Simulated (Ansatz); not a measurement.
**GaH3O2S: a ladder of functionals and wavefunction methods**

Aim: compute GaH3O2S with functionals from several rungs and with coupled cluster, and see how far each lands from CCSD(T) at the basis-set limit for the atomisation energy.

Computed with Ansatz 0.2.0, Gaussian basis. Level: functionals in def2-TZVPP, the program's frozen cores in correlated methods.

Plan: PBE-D4, r2SCAN-D4, PBE0-D4, B3LYP-D4, ωB97X-V, ωB97M-V, B2PLYP; CCSD(T)/def2-TZVPP; CCSD(T)/def2-QZVPP; extrapolation to the limit.

## (1) The relaxed structure

An earlier PBE0-D4 in a triple-zeta def2 set relaxation fixed the geometry.

7 atoms, charge 0, spin multiplicity 1.

Atoms are counted from 1 here; the program's logs count them from 0.

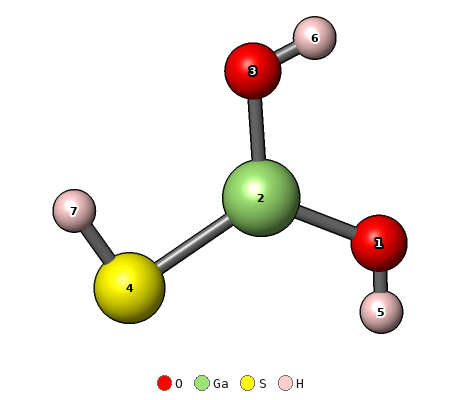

The geometry (oxygen red, gallium green, sulfur yellow, hydrogen pink); atoms are numbered from 1 in the order of the file.

## (2) PBE-D4 (GGA)

File in.yaml:

```yaml
crystal:
  periodic: [false, false, false]
  atoms:
    - {symbol: O, position_ang: [-1.807544, 0.325687, 0.319834]}
    - {symbol: Ga, position_ang: [-0.081941, 0.028703, 0.003392]}
    - {symbol: O, position_ang: [0.657049, -1.349614, 0.843911]}
    - {symbol: S, position_ang: [1.144922, 1.244178, -1.334478]}
    - {symbol: H, position_ang: [-2.179844, 1.076457, -0.146760]}
    - {symbol: H, position_ang: [0.034764, -1.817072, 1.406794]}
    - {symbol: H, position_ang: [2.232584, 0.491671, -1.092693]}
basis:
  gaussian: {orbitals: def2-TZVPP}
hamiltonian: {xc: pbe, dispersion: d4}
output: {forces: true, orbitals: {seedname: orbitals}}
```

The run is started by

```console
$ ansatz run in.yaml --threads 2 --pin off --events-out ev --progress --plain --max-ram 32768MiB --backend cpu
```

After this run come: r2SCAN-D4 (meta-GGA); PBE0-D4 (hybrid); B3LYP-D4 (hybrid); ωB97X-V (range-separated); ωB97M-V (range-separated); B2PLYP (double hybrid); CCSD(T) in def2-TZVPP; CCSD(T) in def2-QZVPP.

Before running them: what should the planned runs give, taken together? Wanted: atomisation energy, CCSD(T)/CBS; farthest; mean size of error, hybrid; mean size of error, range-separated; gap, smallest and largest; T1 diagnostic; triples share of the correlation energy.

The runs gave:

| quantity | value |
| --- | --- |
| atomisation energy, CCSD(T)/CBS | 2349.1 kJ/mol |
| functionals within 23.5 kJ/mol (1.0 %) | PBE-D4, r2SCAN-D4, ωB97X-V |
| farthest | B3LYP-D4 (-62.1 kJ/mol) |
| mean size of error, hybrid | 60.0 kJ/mol |
| mean size of error, range-separated | 21.0 kJ/mol |
| gap, smallest and largest | 4.84 eV (PBE-D4), 11.47 eV (ωB97X-V) |
| T1 diagnostic | 0.0139 |
| triples share of the correlation energy | 3.9 % |

In words: PBE-D4 is off by +11.6 kJ/mol. Double hybrids carry the basis error of their MP2 part in triple zeta, and no dispersion term here, so their miss is partly the set-up's. The reference freezes the cores and leaves out relativity and excitations past (T), and its outer-core shells are covered unevenly, so misses under about 23.5 kJ/mol can't be ranked. Hartree-Fock recovers 66 % of the binding; the rest is correlation. Orbital gaps span 4.8 to 11.5 eV; exact exchange widens them. Correlated methods include outer-core shells of Ga, which these sets cover unevenly.
